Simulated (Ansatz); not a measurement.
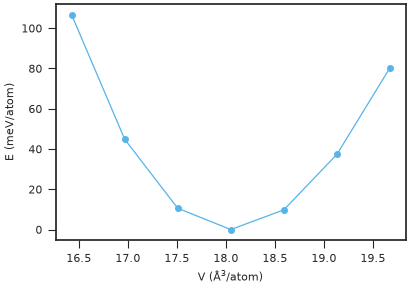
Fig. 1. Ta (bcc (W type), Im-3m) under volume change, r²SCAN (plane waves, PAW; program Ansatz), scaled uniformly.

Problem. What does a third-order Birch–Murnaghan fit give for V₀, B₀ and B′?

Solution. V₀ = 18.05 Å³/atom, B₀ = 202 GPa, B′ = 3.8.

The cell was relaxed with r²SCAN under the symmetry of its start. No spin polarisation was allowed. Scalar-relativistic: spin–orbit coupling is off unless named, which matters more the heavier the elements.

Potentials: the later of the program's two PAW sets.
